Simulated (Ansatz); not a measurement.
**BrH4NSn: search for lower mean-field states from a Python script**

Aim: a search for lower mean-field states, for BrH4NSn, run from a script.

All numbers are computed with the Python package of Ansatz 0.2.0. Level of theory: Hartree-Fock/def2-SVP.

### 1 Starting point

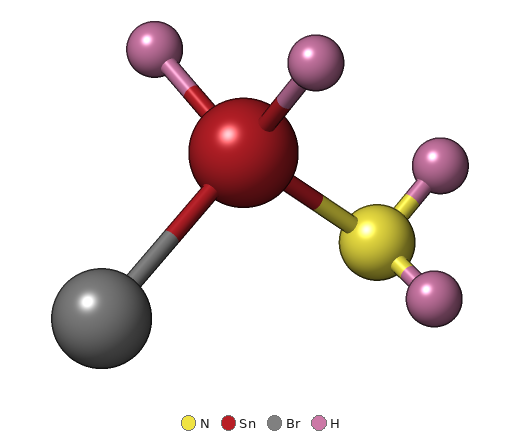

The structure that the script starts from, seen from a chosen angle (nitrogen yellow, tin red, bromine grey, hydrogen pink).

The script holds or builds the structure itself.

### 2 The code

states.py reads:

```python
'''Does a wider search find a lower mean-field state of BrH4NSn?'''

from dataclasses import dataclass

import ansatz as az
import numpy as np


@dataclass(frozen=True)
class Options:
    basis: str = 'def2-SVP'
    functional: str = 'hf'


opts = Options()

GEOMETRY = '''
N    -1.20270    0.08190   -0.58600
Sn    0.51610    0.02810    0.44980
Br    0.74640   -2.26650    1.43280
H    -1.20540    1.07730   -1.05610
H    -1.18030   -0.58420   -1.38400
H     0.50490    1.24180    1.72870
H     1.88230    0.35360   -0.63080
'''


def main() -> None:
    system = az.Crystal.molecule()
    for line in GEOMETRY.strip().splitlines():
        symbol, *xyz = line.split()
        system = system.atom(symbol, [float(v) for v in xyz])
    symbols = [site.symbol for site in system.cartesian_sites]

    start = np.array([site.position_ang for site in system.cartesian_sites])
    for factor in [1.0, 1.5]:
        xyz = (start - start.mean(axis=0)) * factor
        scaled = az.Crystal.molecule()
        for symbol, place in zip(symbols, xyz):
            scaled = scaled.atom(symbol, place.tolist())
        setup = scaled.calculation()
        setup = setup.basis(gaussian=opts.basis)
        setup = setup.functional(opts.functional)
        setup = setup.spin('collinear')
        for search in ('off', 'standard'):
            try:
                r = setup.scf(lower_state_search=search).run(threads=1).report
            except az.AnsatzError as error:
                print(f'x{factor} search {search}: {type(error).__name__}')
                continue
            state = r['mean_field']['state']
            print(f'all distances x{factor}, search {search:8s} E = {r["free_energy_ev"]:.5f} eV  <S^2> = {abs(state["spin_squared"]):.3f}  other states met: {len(r["mean_field"]["others"])}')


if __name__ == '__main__':
    main()
```

### 3 The input behind the calls

The engine receives this input (first run):

```yaml
crystal:
  periodic: [false, false, false]
  atoms:
    - { symbol: "N", position_ang: [-1.211457142857143, 0.09161428571428577, -0.5794857142857143] }
    - { symbol: Sn, position_ang: [0.5073428571428571, 0.03781428571428577, 0.4563142857142857] }
    - { symbol: Br, position_ang: [0.737642857142857, -2.2567857142857144, 1.4393142857142858] }
    - { symbol: H, position_ang: [-1.214157142857143, 1.0870142857142857, -1.0495857142857143] }
    - { symbol: H, position_ang: [-1.1890571428571428, -0.5744857142857143, -1.3774857142857142] }
    - { symbol: H, position_ang: [0.4961428571428571, 1.2515142857142858, 1.7352142857142856] }
    - { symbol: H, position_ang: [1.8735428571428572, 0.3633142857142858, -0.6242857142857143] }
basis:
  gaussian:
    orbitals: def2-SVP
hamiltonian:
  xc: hf
magnetization:
  spin_polarized: true
scf:
  lower_state_search: "off"
```

### 4 Launch

Command:

```bash
python states.py
```

Output:

```text
all distances x1.0, search off      E = -77340.25751 eV  <S^2> = 0.000  other states met: 0
all distances x1.0, search standard E = -77340.25751 eV  <S^2> = 0.000  other states met: 0
all distances x1.5, search off      E = -77323.87906 eV  <S^2> = 0.000  other states met: 0
all distances x1.5, search standard E = -77329.48074 eV  <S^2> = 3.253  other states met: 7
```

It took 54 s on 1 thread of Arm Neoverse V1, shared host; peak memory 0.4 GiB.

### 5 What changed from run to run

The engine's inputs for the other runs:

Run 2, against run 1:

```diff
@@ -19 +19 @@
-  lower_state_search: "off"
+  lower_state_search: standard
```

Run 3, against run 1:

```diff
@@ -4,7 +4,7 @@
-    - { symbol: "N", position_ang: [-1.211457142857143, 0.09161428571428577, -0.5794857142857143] }
-    - { symbol: Sn, position_ang: [0.5073428571428571, 0.03781428571428577, 0.4563142857142857] }
-    - { symbol: Br, position_ang: [0.737642857142857, -2.2567857142857144, 1.4393142857142858] }
-    - { symbol: H, position_ang: [-1.214157142857143, 1.0870142857142857, -1.0495857142857143] }
-    - { symbol: H, position_ang: [-1.1890571428571428, -0.5744857142857143, -1.3774857142857142] }
-    - { symbol: H, position_ang: [0.4961428571428571, 1.2515142857142858, 1.7352142857142856] }
-    - { symbol: H, position_ang: [1.8735428571428572, 0.3633142857142858, -0.6242857142857143] }
+    - { symbol: "N", position_ang: [-1.8171857142857144, 0.13742142857142867, -0.8692285714285715] }
+    - { symbol: Sn, position_ang: [0.7610142857142856, 0.05672142857142866, 0.6844714285714285] }
+    - { symbol: Br, position_ang: [1.1064642857142855, -3.385178571428572, 2.1589714285714288] }
+    - { symbol: H, position_ang: [-1.8212357142857143, 1.6305214285714285, -1.5743785714285714] }
+    - { symbol: H, position_ang: [-1.783585714285714, -0.8617285714285714, -2.0662285714285713] }
+    - { symbol: H, position_ang: [0.7442142857142857, 1.8772714285714287, 2.6028214285714286] }
+    - { symbol: H, position_ang: [2.810314285714286, 0.5449714285714287, -0.9364285714285715] }
```

Run 4, against run 1:

```diff
@@ -4,7 +4,7 @@
-    - { symbol: "N", position_ang: [-1.211457142857143, 0.09161428571428577, -0.5794857142857143] }
-    - { symbol: Sn, position_ang: [0.5073428571428571, 0.03781428571428577, 0.4563142857142857] }
-    - { symbol: Br, position_ang: [0.737642857142857, -2.2567857142857144, 1.4393142857142858] }
-    - { symbol: H, position_ang: [-1.214157142857143, 1.0870142857142857, -1.0495857142857143] }
-    - { symbol: H, position_ang: [-1.1890571428571428, -0.5744857142857143, -1.3774857142857142] }
-    - { symbol: H, position_ang: [0.4961428571428571, 1.2515142857142858, 1.7352142857142856] }
-    - { symbol: H, position_ang: [1.8735428571428572, 0.3633142857142858, -0.6242857142857143] }
+    - { symbol: "N", position_ang: [-1.8171857142857144, 0.13742142857142867, -0.8692285714285715] }
+    - { symbol: Sn, position_ang: [0.7610142857142856, 0.05672142857142866, 0.6844714285714285] }
+    - { symbol: Br, position_ang: [1.1064642857142855, -3.385178571428572, 2.1589714285714288] }
+    - { symbol: H, position_ang: [-1.8212357142857143, 1.6305214285714285, -1.5743785714285714] }
+    - { symbol: H, position_ang: [-1.783585714285714, -0.8617285714285714, -2.0662285714285713] }
+    - { symbol: H, position_ang: [0.7442142857142857, 1.8772714285714287, 2.6028214285714286] }
+    - { symbol: H, position_ang: [2.810314285714286, 0.5449714285714287, -0.9364285714285715] }
@@ -19 +19 @@
-  lower_state_search: "off"
+  lower_state_search: standard
```

Lines on the test bed's own set-up are left out of the output.

### 6 The engine's runs

The 4 runs, in the order started:

```tsv
run	search	energy from run 1 (eV)	<S²>	SCF cycles	CPU time (s)
1	off	0.0000	0.00	14	2
2	standard	0.0000	0.00	12	2.5
3	off	16.3785	0.00	17	2
4	standard	10.7768	3.25	696	47
```

### 7 Results

| quantity | value |
| --- | --- |
| lower state found by the search | 5.602 eV lower at distances × 1.5 |
| runs compared | 4 |

What this shows: Where bonds are stretched, a single start can end above the lowest mean-field state, which breaks spin symmetry. In CPU time, run 4 cost about 20 times as much as run 1. Notes:
- The count of other states can hold repeated and symmetry-equivalent ends of the search; scaling all distances is a test, and for more than two atoms no physical path.
- The structure is a rough, unrelaxed start.
- def2 sets replace the cores of elements past krypton by effective core potentials.
